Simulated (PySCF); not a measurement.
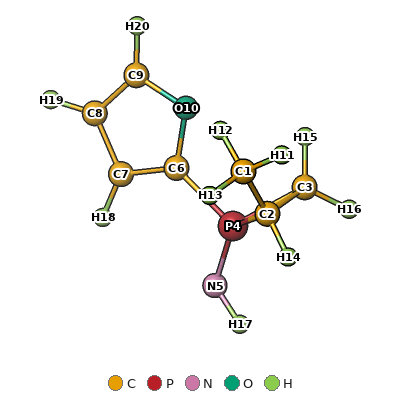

Geometry used (C₇H₁₀NOP, SMILES C[C@@H]1C[P@]1(=N)c1ccco1).

GIAO shifts, B3LYP/pcSseg-1, PySCF 2.14.0, at a PBE0-D3(BJ)/def2-SVP geometry (no frequency check), against PH₃ for ³¹P computed at the same level (³¹P: the usual scale starts at 85 % H₃PO₄ instead). Gas phase, fully decoupled, line heights follow the number of nuclei, widths are arbitrary (no quadrupolar broadening); values of one conformer, averaged over methyl-type rotors and exact or near symmetry; other conformers aren't averaged in.

Predict the ³¹P spectrum.

Answer. 1 signal.


| δ (ppm) | nuclei | atoms |
| --- | --- | --- |
| 168.6 | 1 | P4 |

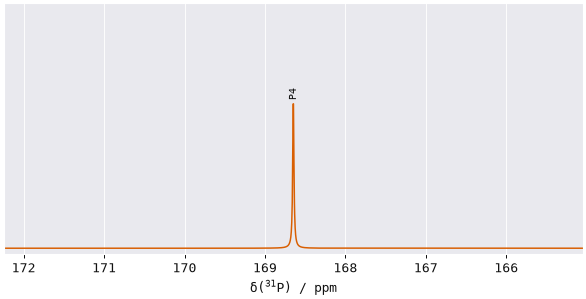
